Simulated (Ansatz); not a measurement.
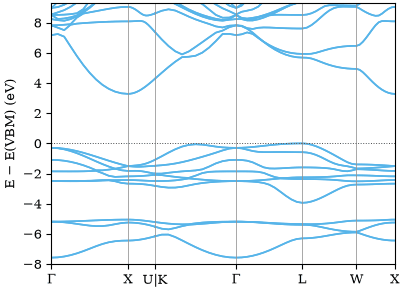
Figure: Band structure from DFT-r²SCAN with spin–orbit coupling in the program Ansatz with PAW potentials

Problem. Read off the gap and where the band edges lie.

Solution. About 3.3 eV (3.28 eV by a search for the band edges); maximum at L, minimum at X.

The material is Li₂H₆Pt in space group Fm-3m (No. 225; Li on 8c, H on 24e, Pt on 4a).

The first step of the workflow began from a Materials Project structure, measured or hypothetical; the Crystallography Open Database copy checked does not list it. Its standing as an ambient phase is unchecked. Symmetry was held in the r²SCAN relaxation; whether a distortion lowers the energy is not shown. No spin polarisation was allowed.

Potentials: the later of the program's two PAW sets.
